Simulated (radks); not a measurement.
System: Cr⁺ (Z = 24, 23 electrons), configuration [Ar] 3d5 (3d3/2: 4, 3d5/2: 1). Level of theory: Dirac Kohn-Sham, BLYP, spin-unpolarised, spherical densities, finite nucleus. Computed with the in-house radial solver radks.

Wanted: the number of electrons inside radius r (solid) and the radial density 4πr²ρ (dashed).

The count levels off at 23 electrons. Half of them lie within 0.586 bohr, 90 % within 1.55 bohr and 99 % within 3.19 bohr. The radial density has minima at 0.0984 and 0.499 bohr, where the count stands at 2.1 and 10.6; these part the shells that the density resolves.

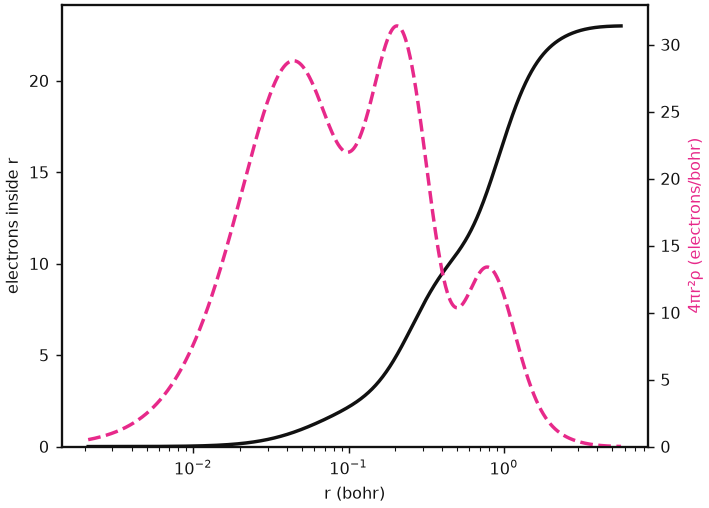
